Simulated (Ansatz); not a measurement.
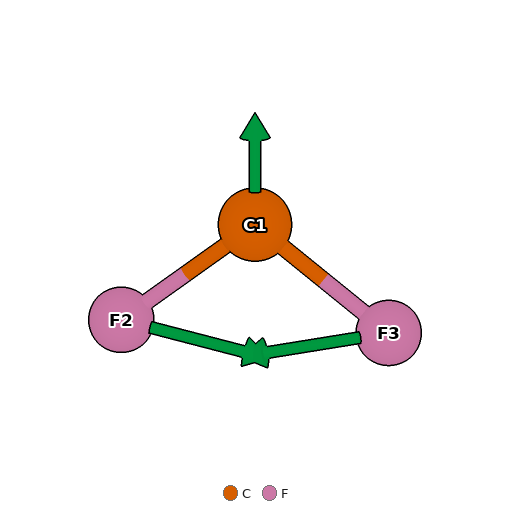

The arrows show one normal mode. Harmonic vibrations computed with RKS PBE0-D4/def2-TZVP (Ansatz 0.2.0) at a stationary point of the same level.

Q: At what wavenumber does it lie?

A: 681 cm⁻¹; it is mode 1 of 3 counted from the lowest.
